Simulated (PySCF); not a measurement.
# F4Mn ([MnF4]-): the cost of one run

Computed with PySCF 2.14.0 and routines of our own; the level stands in each step. Atoms count from 0.

### 1 The system as given

5 atoms, charge -1, states of the metal's open shell are computed; geometry from: model geometry, bond lengths from ionic radii.

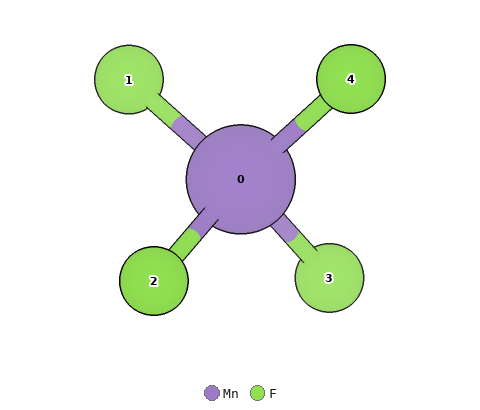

The starting geometry (manganese light purple, fluorine green); sticks join atoms by distance alone.

### 2 Ligand-field states: state-averaged CASSCF

Job settings and geometry (Å):

```
{"job": {"kind": "lf", "basis": {"metal": "x2c-TZVPall", "ligand": "x2c-SVPall"}, "nevpt": true}, "charge": -1, "metal": "Mn", "open_shell": "d4"}
Mn     0.000000     0.000000     0.000000
F      1.053664     1.053664     1.053665
F     -1.053664    -1.053664     1.053665
F     -1.053664     1.053664    -1.053665
F      1.053664    -1.053664    -1.053665
```

Level: state-averaged CASSCF of the metal d shell, SC-NEVPT2 on the averaged canonical orbitals, state-interaction spin-orbit coupling.

Started as:

```
> OMP_NUM_THREADS=1 python lf_run.py task.json out
```

The driver reads the jobs from task.json and runs them one after another.

**Question.** How long does this first job take on 1 thread of Arm Neoverse V2, shared host, and how much memory does it need?

About 7.8 s, with a peak of 0.25 GiB.
